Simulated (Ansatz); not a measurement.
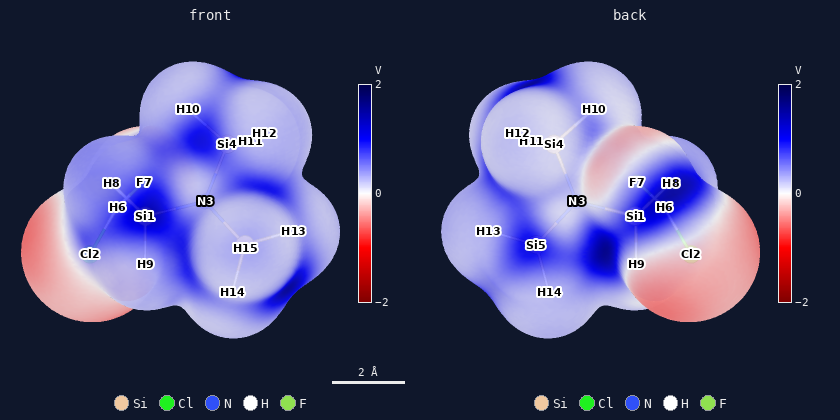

H₈NSi₃···ClFH. The electrostatic potential painted on the density surface at 0.002 e/bohr³, seen from the front and from behind; red is negative and blue positive.

A transition-state structure; geometry: PBE0-D4/def2-TZVP.

These are results of Ansatz, RKS PBE0-D4/def2-TZVPP, not measurements.

```xyz
15

Si    0.6436    1.1311    0.4836
Cl    3.0080    1.6454    0.9714
N    -0.3424   -0.0924   -0.2074
Si   -1.1956   -1.2835    0.7472
Si   -0.5577   -0.1373   -1.9401
H     2.3353    0.4062    1.6542
F     1.3869   -0.1677    1.6802
H     0.0465    1.8908    1.5928
H     0.9051    1.9697   -0.7087
H    -1.3773   -0.7561    2.1218
H    -0.4671   -2.5760    0.7978
H    -2.5246   -1.5106    0.1223
H    -0.9330   -1.5295   -2.3036
H     0.7092    0.2318   -2.6189
H    -1.6369    0.7782   -2.3927
```

> Describe the electrostatic potential map.

The most negative region (about −0.5 V) lies over Cl2, the most positive (about +1.5 V) over Si1, Si4, Si5 and H6.
